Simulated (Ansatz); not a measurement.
**SiH5 (doublet): correlated methods under varied settings at distance H1–H2 along a hydrogen transfer = 0.935 Å**

What do other methods and options give for SiH5 (doublet) at this geometry, and how long do they take?

Method: the settings change from run to run; program: Ansatz 0.2.0, Gaussian basis.

6 further runs of the same task are left out: 1 for a mislabelled method, 5 that didn't finish.

## (1) The geometry

The geometry derives from fragments relaxed apart (PBE0/def2-TZVP) and kept rigid, so it is no stationary point. A hydrogen atom is moved between rigid fragments.

6 atoms, charge 0, spin multiplicity 2.

Atoms are counted from 1 here; the program's logs count them from 0.

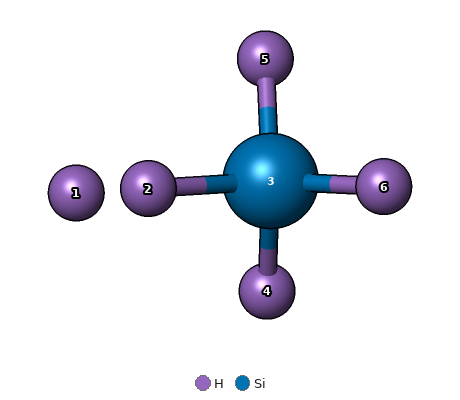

The geometry (hydrogen purple, silicon blue); atoms are numbered from 1 in the order of the file.

## (2) MRCISD+Q(1,4)/STO-3G

File in.yaml:

```yaml
crystal:
  periodic: [false, false, false]
  atoms:
    - {symbol: H, position_ang: [-2.434290, 0.000000, -0.000002]}
    - {symbol: H, position_ang: [-1.499290, 0.000000, -0.000001]}
    - {symbol: Si, position_ang: [0.083710, 0.000000, 0.000000]}
    - {symbol: H, position_ang: [0.533684, -1.416253, 0.000001]}
    - {symbol: H, position_ang: [0.533685, 0.708126, -1.226511]}
    - {symbol: H, position_ang: [0.533683, 0.708127, 1.226511]}
basis:
  gaussian: {orbitals: STO-3G}
magnetization: {spin_polarized: false, initial_magnetization: 1}
correlation: {method: fic_mrcisd_q, electrons: all, active_space: {window: {electrons: 1, orbitals: 4}}}
scf: {lower_state_search: off}
```

On the command line:

```
$ ansatz run in.yaml --threads 1 --pin off --events-out ev --progress --plain --max-ram 2393MiB
```

The program printed, cut to the lines that bear on the results:

```text
Functional definition: HF
  name "HF"
  cite "Fock, Z. Phys. 61, 126 (1930) doi:10.1007/BF01340294"
  parent pbe
[...]
154 factors; integrals over basis functions are off by at most 3.0e-5 eV
[...]
mean field -7846.16587486 eV, -288.3412775789 hartree, gradient 2.4e-6 eV, S^2 0.750000; 0 other end points of the search recorded, 0 dependent functions left out
reference -7846.16587486 eV, -288.3412775789 hartree; 10, 9 occupied and 4, 5 virtual orbitals, 154 factors
state -7846.16587486 eV, -288.3412775789 hartree
contracted CI cycle   1: correlation 0.00000000 eV, 0.0000000000 hartree, residual 1.01e1 eV
contracted CI cycle   2: correlation -2.14626831 eV, -0.0788739055 hartree, residual 3.11e0 eV
contracted CI cycle   3: correlation -2.26218141 eV, -0.0831336335 hartree, residual 7.61e-1 eV
contracted CI cycle   4: correlation -2.26827803 eV, -0.0833576799 hartree, residual 1.44e-1 eV
contracted CI cycle   5: correlation -2.26860991 eV, -0.0833698763 hartree, residual 3.17e-2 eV
contracted CI cycle   6: correlation -2.26863117 eV, -0.0833706579 hartree, residual 1.25e-2 eV
contracted CI cycle   7: correlation -2.26863312 eV, -0.0833707296 hartree, residual 2.74e-3 eV
contracted CI cycle   8: correlation -2.26863325 eV, -0.0833707341 hartree, residual 6.91e-4 eV
state -7846.16587486 eV, -288.3412775789 hartree; corrected -7848.57694538 eV, -288.4298827861 hartree
WARN: 3 active orbitals are nearly empty or full. The corrections depend on them more than the energy does, and are more stable in an active space without them
Total energy: -7848.57694538 eV, -288.4298827861 hartree
Checks for a lower state left out: stability, starts, cluster_reference, orbital_swaps, neighbouring_geometries, increment
```

Wall time 0.33 s (1 thread of Arm Neoverse V1, shared host).

From the report: 3 determinants; active occupations 1.00, 0.00, 0.00, 0.00. The report marks this result as in doubt.

## (3) BCCD on UHF/6-31G

in.yaml, as its differences from that of step 2:

```diff
@@ -10,5 +10,5 @@
 basis:
-  gaussian: {orbitals: STO-3G}
-magnetization: {spin_polarized: false, initial_magnetization: 1}
-correlation: {method: fic_mrcisd_q, electrons: all, active_space: {window: {electrons: 1, orbitals: 4}}}
-scf: {lower_state_search: off}
+  gaussian: {orbitals: 6-31G}
+magnetization: {spin_polarized: true, initial_magnetization: 1}
+correlation: {method: bccd, electrons: outside_noble_gas}
+scf: {omitted_lower_state_checks: [cluster_reference]}
```

Same command.

The program printed, cut to the lines that bear on the results:

```text
Functional definition: HF
  name "HF"
  cite "Fock, Z. Phys. 61, 126 (1930) doi:10.1007/BF01340294"
  parent pbe
[...]
300 factors; integrals over basis functions are off by at most 6.3e-4 eV
[...]
mean field -7936.15091358 eV, -291.6481667579 hartree, gradient 6.6e-6 eV, S^2 0.774683; 0 other end points of the search recorded, 0 dependent functions left out
5 core orbitals not correlated: weight in the atoms' cores, before any rotation towards them, 1.000 or more for the frozen orbitals, at most 0.000 for the correlated occupied ones
reference -7936.15091358 eV, -291.6481667579 hartree; 5, 4 occupied and 13, 14 virtual orbitals, 300 factors
second order -1.78968464 eV of doubles, -0.00000000 eV of singles
cycle   1  -2.26282887 eV  change   -4.7e-1 eV  update   5.7e-2
[...]
cycle  10  -2.51773238 eV  change   -9.8e-7 eV  update   2.4e-6
Total energy: -7938.66864596 eV, -291.7406917162 hartree
Checks for a lower state left out: cluster_reference
```

Wall time 0.4 s (1 thread of Arm Neoverse V1, shared host).

From the report: ⟨S²⟩ of the determinant 0.775 (pure doublet: 0.75); correlation -2.5177 eV; largest double amplitude 0.05.

## (4) CASSCF(3,2)/def2-mTZVP

in.yaml, as its differences from that of step 3:

```diff
@@ -10,5 +10,6 @@
 basis:
-  gaussian: {orbitals: 6-31G}
-magnetization: {spin_polarized: true, initial_magnetization: 1}
-correlation: {method: bccd, electrons: outside_noble_gas}
-scf: {omitted_lower_state_checks: [cluster_reference]}
+  gaussian: {orbitals: def2-mTZVP}
+magnetization: {spin_polarized: false, initial_magnetization: 1}
+hamiltonian: {pseudopotentials: {relativity: scalar}}
+correlation: {active_space: {window: {electrons: 3, orbitals: 2}}}
+output: {forces: true}
```

The command is unchanged.

The program printed, cut to the lines that bear on the results:

```text
Functional definition: HF
  name "HF"
  cite "Fock, Z. Phys. 61, 126 (1930) doi:10.1007/BF01340294"
  parent pbe
[...]
366 factors; integrals over basis functions are off by at most 7.5e-4 eV
[...]
mean field -7952.50206518 eV, -292.2490604959 hartree, gradient 3.1e-6 eV, S^2 0.750000; 0 other end points of the search recorded, 0 dependent functions left out
reference -7952.50206518 eV, -292.2490604959 hartree; 10, 9 occupied and 27, 28 virtual orbitals, 366 factors
state -7952.50206518 eV, -292.2490604959 hartree
[...]
Total energy: -7952.50206518 eV, -292.2490604959 hartree
Relativity: scalar
Atom 0 at    -2.434290     0.000000    -0.000002 Å, force    -1.199104     0.000000    -0.000001 eV/Å
Atom 1 at    -1.499290     0.000000    -0.000001 Å, force     0.159298    -0.000000     0.000000 eV/Å
Atom 2 at     0.083710     0.000000     0.000000 Å, force     0.967269    -0.000001     0.000001 eV/Å
Atom 3 at     0.533684    -1.416253     0.000001 Å, force     0.024179     0.269184    -0.000000 eV/Å
Atom 4 at     0.533685     0.708126    -1.226511 Å, force     0.024179    -0.134592     0.233119 eV/Å
Atom 5 at     0.533683     0.708127     1.226511 Å, force     0.024179    -0.134592    -0.233119 eV/Å
Dipole moment:     0.138974     0.000000     0.000000 e Å
```

It took 0.45 s on 1 thread of Arm Neoverse V1, shared host.

From the report: 2 determinants; active occupations 2.00, 1.00. With so small a space the active step adds no correlation: the energy is the mean field's.

## (5) MRCISD+Q(1,4)/6-31G

in.yaml, as its differences from that of step 4:

```diff
@@ -10,6 +10,4 @@
 basis:
-  gaussian: {orbitals: def2-mTZVP}
+  gaussian: {orbitals: 6-31G}
 magnetization: {spin_polarized: false, initial_magnetization: 1}
-hamiltonian: {pseudopotentials: {relativity: scalar}}
-correlation: {active_space: {window: {electrons: 3, orbitals: 2}}}
-output: {forces: true}
+correlation: {method: fic_mrcisd_q, electrons: outside_noble_gas, active_space: {window: {electrons: 1, orbitals: 4}}}
```

The command is unchanged.

The program printed, cut to the lines that bear on the results:

```text
Functional definition: HF
  name "HF"
  cite "Fock, Z. Phys. 61, 126 (1930) doi:10.1007/BF01340294"
  parent pbe
[...]
300 factors; integrals over basis functions are off by at most 6.3e-4 eV
[...]
mean field -7935.96578309 eV, -291.6413633377 hartree, gradient 9.2e-6 eV, S^2 0.750000; 0 other end points of the search recorded, 0 dependent functions left out
reference -7935.96578309 eV, -291.6413633377 hartree; 10, 9 occupied and 13, 14 virtual orbitals, 300 factors
state -7935.96578309 eV, -291.6413633377 hartree
contracted CI cycle   1: correlation 0.00000000 eV, 0.0000000000 hartree, residual 1.09e1 eV
contracted CI cycle   2: correlation -2.48498198 eV, -0.0913214034 hartree, residual 1.70e0 eV
contracted CI cycle   3: correlation -2.56440833 eV, -0.0942402680 hartree, residual 4.27e-1 eV
contracted CI cycle   4: correlation -2.56849724 eV, -0.0943905327 hartree, residual 1.09e-1 eV
contracted CI cycle   5: correlation -2.56879823 eV, -0.0944015939 hartree, residual 3.05e-2 eV
contracted CI cycle   6: correlation -2.56882405 eV, -0.0944025425 hartree, residual 7.82e-3 eV
contracted CI cycle   7: correlation -2.56882565 eV, -0.0944026016 hartree, residual 2.64e-3 eV
contracted CI cycle   8: correlation -2.56882583 eV, -0.0944026079 hartree, residual 7.77e-4 eV
state -7935.96578309 eV, -291.6413633377 hartree; corrected -7938.70718593 eV, -291.7421080339 hartree
WARN: 3 active orbitals are nearly empty or full. The corrections depend on them more than the energy does, and are more stable in an active space without them
Total energy: -7938.70718593 eV, -291.7421080339 hartree
```

Run time: 0.57 s. Hardware: 1 thread of Arm Neoverse V1, shared host.

From the report: 3 determinants; active occupations 1.00, 0.00, 0.00, 0.00. The report marks this result as in doubt.

## (6) MP2 on ROHF/cc-pVDZ

in.yaml, as its differences from that of step 5:

```diff
@@ -10,4 +10,5 @@
 basis:
-  gaussian: {orbitals: 6-31G}
+  gaussian: {orbitals: cc-pVDZ}
 magnetization: {spin_polarized: false, initial_magnetization: 1}
-correlation: {method: fic_mrcisd_q, electrons: outside_noble_gas, active_space: {window: {electrons: 1, orbitals: 4}}}
+correlation: {method: mp2, electrons: outside_noble_gas}
+output: {forces: true}
```

Launched as before.

The program printed, cut to the lines that bear on the results:

```text
Functional definition: HF
  name "HF"
  cite "Fock, Z. Phys. 61, 126 (1930) doi:10.1007/BF01340294"
  parent pbe
[...]
397 factors; integrals over basis functions are off by at most 1.1e-3 eV
[...]
mean field -7937.73960419 eV, -291.7065500610 hartree, gradient 3.2e-6 eV, S^2 0.750000; 0 other end points of the search recorded, 0 dependent functions left out
[...]
5 core orbitals not correlated: weight in the atoms' cores, before any rotation towards them, 1.000 or more for the frozen orbitals, at most 0.000 for the correlated occupied ones
reference -7937.73960419 eV, -291.7065500610 hartree; 5, 4 occupied and 33, 34 virtual orbitals, 397 factors
second order -3.55894665 eV of doubles, -0.09534571 eV of singles
[...]
Total energy: -7941.39389655 eV, -291.8408428283 hartree
Atom 0 at    -2.434290     0.000000    -0.000002 Å, force    -0.739969     0.000000    -0.000001 eV/Å
Atom 1 at    -1.499290     0.000000    -0.000001 Å, force    -0.913113    -0.000000    -0.000001 eV/Å
Atom 2 at     0.083710     0.000000     0.000000 Å, force     1.396388    -0.000001     0.000001 eV/Å
Atom 3 at     0.533684    -1.416253     0.000001 Å, force     0.085565    -0.015045     0.000000 eV/Å
Atom 4 at     0.533685     0.708126    -1.226511 Å, force     0.085565     0.007523    -0.013030 eV/Å
Atom 5 at     0.533683     0.708127     1.226511 Å, force     0.085565     0.007523     0.013030 eV/Å
Dipole moment:     0.090237     0.000000     0.000000 e Å
```

It took 0.48 s on 1 thread of Arm Neoverse V1, shared host.

## (7) MP2 on UHF/6-31++G**

in.yaml, as its differences from that of step 6:

```diff
@@ -10,5 +10,6 @@
 basis:
-  gaussian: {orbitals: cc-pVDZ}
-magnetization: {spin_polarized: false, initial_magnetization: 1}
+  gaussian: {orbitals: "6-31++G**"}
+magnetization: {spin_polarized: true, initial_magnetization: 1}
 correlation: {method: mp2, electrons: outside_noble_gas}
+scf: {lower_state_search: off}
 output: {forces: true}
```

Launched as before.

The program printed, cut to the lines that bear on the results:

```text
Functional definition: HF
  name "HF"
  cite "Fock, Z. Phys. 61, 126 (1930) doi:10.1007/BF01340294"
  parent pbe
[...]
476 factors; integrals over basis functions are off by at most 1.5e-3 eV
[...]
mean field -7937.62857666 eV, -291.7024698745 hartree, gradient 2.8e-6 eV, S^2 0.770960; 0 other end points of the search recorded, 0 dependent functions left out
5 core orbitals not correlated: weight in the atoms' cores, before any rotation towards them, 1.000 or more for the frozen orbitals, at most 0.000 for the correlated occupied ones
reference -7937.62857666 eV, -291.7024698745 hartree; 5, 4 occupied and 43, 44 virtual orbitals, 476 factors
second order -3.23808548 eV of doubles, -0.00000000 eV of singles
[...]
Total energy: -7940.86666214 eV, -291.8214673209 hartree
Atom 0 at    -2.434290     0.000000    -0.000002 Å, force    -0.581677     0.000000    -0.000000 eV/Å
Atom 1 at    -1.499290     0.000000    -0.000001 Å, force    -0.783344    -0.000000    -0.000001 eV/Å
Atom 2 at     0.083710     0.000000     0.000000 Å, force     1.381760    -0.000001     0.000001 eV/Å
Atom 3 at     0.533684    -1.416253     0.000001 Å, force    -0.005580     0.250261    -0.000000 eV/Å
Atom 4 at     0.533685     0.708126    -1.226511 Å, force    -0.005580    -0.125130     0.216731 eV/Å
Atom 5 at     0.533683     0.708127     1.226511 Å, force    -0.005579    -0.125130    -0.216731 eV/Å
Dipole moment:     0.117616     0.000000     0.000000 e Å
Checks for a lower state left out: starts, cluster_reference, orbital_swaps, neighbouring_geometries, increment
```

Run time: 0.63 s. Hardware: 1 thread of Arm Neoverse V1, shared host.

From the report: ⟨S²⟩ of the determinant 0.771 (pure doublet: 0.75).

## (8) CCSD/cc-pVDZ

in.yaml, as its differences from that of step 7:

```diff
@@ -10,6 +10,6 @@
 basis:
-  gaussian: {orbitals: "6-31++G**"}
-magnetization: {spin_polarized: true, initial_magnetization: 1}
-correlation: {method: mp2, electrons: outside_noble_gas}
-scf: {lower_state_search: off}
-output: {forces: true}
+  gaussian: {orbitals: cc-pVDZ, fitting: {mean_field: def2-universal-jkfit}}
+magnetization: {spin_polarized: false, initial_magnetization: 1}
+hamiltonian: {xc: {name: B3LYP}}
+correlation: {method: ccsd, electrons: all}
+scf: {omitted_lower_state_checks: [cluster_reference]}
```

Launched as before.

The program printed, cut to the lines that bear on the results:

```text
Functional definition: B3LYP
  name "B3LYP"
  cite "Stephens, Devlin, Chabalowski & Frisch, J. Phys. Chem. 98, 11623 (1994) doi:10.1021/j100096a001"
  cite "Becke, Phys. Rev. A 38, 3098 (1988) doi:10.1103/PhysRevA.38.3098"
  cite "Lee, Yang & Parr, Phys. Rev. B 37, 785 (1988) doi:10.1103/PhysRevB.37.785"
  cite "Vosko, Wilk & Nusair, Can. J. Phys. 58, 1200 (1980) doi:10.1139/p80-159"
[...]
218 factors; integrals over basis functions are off by at most 3.5e-1 eV
[...]
mean field -7956.48231925 eV, -292.3953321350 hartree, gradient 1.5e-6 eV, S^2 0.750000; 0 other end points of the search recorded, 0 dependent functions left out
reference -7937.50655920 eV, -291.6979858155 hartree; 10, 9 occupied and 33, 34 virtual orbitals, 218 factors
second order -3.91739699 eV of doubles, -0.26774731 eV of singles
cycle   1  -4.78853246 eV  change   -6.0e-1 eV  update   5.2e-2
[...]
cycle   8  -5.00315596 eV  change   -7.5e-6 eV  update   2.1e-5
Total energy: -7942.50971516 eV, -291.8818484057 hartree
Checks for a lower state left out: cluster_reference
```

Wall time 1.4 s (1 thread of Arm Neoverse V1, shared host).

From the report: correlation -5.0032 eV; T1 0.014; largest double amplitude 0.03. The orbitals are Kohn-Sham ones, so correlation energy and T1 don't compare with those on Hartree-Fock orbitals.

## (9) CCSDT on ROHF/cc-pVDZ

in.yaml, as its differences from that of step 8:

```diff
@@ -10,6 +10,6 @@
 basis:
-  gaussian: {orbitals: cc-pVDZ, fitting: {mean_field: def2-universal-jkfit}}
+  gaussian: {orbitals: cc-pVDZ}
 magnetization: {spin_polarized: false, initial_magnetization: 1}
-hamiltonian: {xc: {name: B3LYP}}
-correlation: {method: ccsd, electrons: all}
+correlation: {method: ccsdt, electrons: valence}
 scf: {omitted_lower_state_checks: [cluster_reference]}
+output: {forces: true}
```

The command is unchanged.

The program printed, cut to the lines that bear on the results:

```text
Functional definition: HF
  name "HF"
  cite "Fock, Z. Phys. 61, 126 (1930) doi:10.1007/BF01340294"
  parent pbe
[...]
791 factors; integrals over basis functions are off by at most 1.9e-7 eV
[...]
mean field -7937.73964124 eV, -291.7065514224 hartree, gradient 3.3e-6 eV, S^2 0.750000; 0 other end points of the search recorded, 0 dependent functions left out
5 core orbitals not correlated: weight in the atoms' cores, before any rotation towards them, 1.000 or more for the frozen orbitals, at most 0.000 for the correlated occupied ones
reference -7937.73964124 eV, -291.7065514224 hartree; 5, 4 occupied and 33, 34 virtual orbitals, 791 factors
second order -3.55897847 eV of doubles, -0.09534575 eV of singles
cycle   1  -4.33629064 eV  change   -6.8e-1 eV  update   6.4e-2
[...]
cycle  13  -4.69767147 eV  change   -4.4e-7 eV  update   8.1e-7
[...]
Total energy: -7942.43731271 eV, -291.8791876648 hartree
Atom 0 at    -2.434290     0.000000    -0.000002 Å, force    -0.807558     0.000000    -0.000001 eV/Å
Atom 1 at    -1.499290     0.000000    -0.000001 Å, force    -0.927898    -0.000000    -0.000001 eV/Å
Atom 2 at     0.083710     0.000000     0.000000 Å, force     1.420954    -0.000001     0.000001 eV/Å
Atom 3 at     0.533684    -1.416253     0.000001 Å, force     0.104834    -0.094385     0.000000 eV/Å
Atom 4 at     0.533685     0.708126    -1.226511 Å, force     0.104834     0.047193    -0.081741 eV/Å
Atom 5 at     0.533683     0.708127     1.226511 Å, force     0.104834     0.047193     0.081741 eV/Å
Dipole moment:     0.080712     0.000000     0.000000 e Å
Checks for a lower state left out: cluster_reference
```

It took 56 s on 1 thread of Arm Neoverse V1, shared host; peak memory 0.82 GiB.

From the report: correlation -4.6977 eV; T1 0.023; largest double amplitude 0.04.

## (10) All runs side by side

Where basis and cores are those of an earlier UCCSDT(Q)/cc-pVDZ run (-7942.4398 eV), and the state is the same kind, the miss against it is given. † marks a result that the program doubts.

```
                                  level         correlated  functions  energy (eV)  from UCCSDT(Q) (meV)    time
                 MRCISD+Q(1,4)/STO-3G †                all         14   -7848.5769                        0.33 s
                      BCCD on UHF/6-31G  outside noble gas         23   -7938.6686                         0.4 s
CASSCF(3,2)/def2-mTZVP (relativity set)                            37   -7952.5021                        0.45 s
                  MRCISD+Q(1,4)/6-31G †  outside noble gas         23   -7938.7072                        0.57 s
                    MP2 on ROHF/cc-pVDZ  outside noble gas         43   -7941.3939                1045.9  0.48 s
                   MP2 on UHF/6-31++G**  outside noble gas         53   -7940.8667                        0.63 s
       CCSD/cc-pVDZ (on B3LYP orbitals)                all         43   -7942.5097                         1.4 s
                  CCSDT on ROHF/cc-pVDZ            valence         43   -7942.4373                   2.5    56 s
```

## (11) Outcome

```
quantity                           value
    runs                               8
quickest  MRCISD+Q(1,4)/STO-3G †, 0.33 s
 slowest     CCSDT on ROHF/cc-pVDZ, 56 s
```

In words: Total energies in different bases, with other cores or another treatment of relativity can't be set against each other. CCSDT on ROHF/cc-pVDZ took 170 times as long as MRCISD+Q(1,4)/STO-3G †; the jobs differ in more than the method. Among the correlated runs with a miss given, it spans +3 to +1046 meV.
